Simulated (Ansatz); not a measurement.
Consider BrH₃Sn···HCl.

```
atom    x (Å)    y (Å)    z (Å)
  Sn  -0.5046   0.0000  -0.6005
  Cl   0.1582   0.0000   3.5843
   H   0.8398   0.0000   0.4446
   H  -0.6509   1.4222  -1.5313
   H  -0.6509  -1.4222  -1.5313
  Br  -2.5201   0.0000   0.9175
   H  -0.9521   0.0000   2.9147
```

Core potentials replace the inner electrons of Sn.

Method: Ansatz 0.2.0, RKS PBE0/def2-SVP.

What will maps of the electron density and electron localisation function show?

Answer. Br6···H7 (2.54 Å): the density falls to about 0.11 e/Å³ on the way; the ELF dips to about 0.10 between them.
Sn–Br (2.52 Å): ρ is about 0.48 e/Å³ halfway; the ELF peaks at about 0.75 in the valence shell of Br, 1.0 Å from its nucleus, and drops to about 0.15 between the two atoms.
Cl–H (1.30 Å): ρ at the midpoint is about 1.9 e/Å³; the ELF climbs to about 1 towards the hydrogen, as it does in any bond to H.
Sn–H (1.70 Å): ρ is about 1.2 e/Å³ halfway; the ELF climbs to about 1 towards the hydrogen.

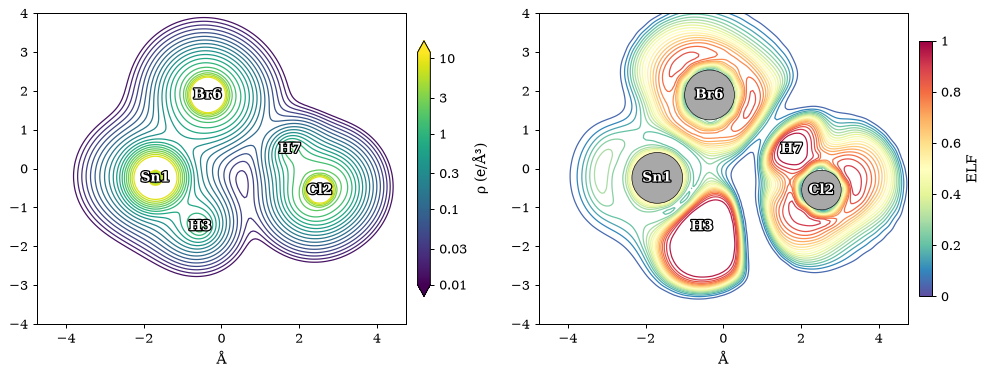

Computed electron density and electron localisation function on the plane of atoms H3, Sn1 and Br6, in this order. Grey discs cover the atomic cores in the ELF map. 
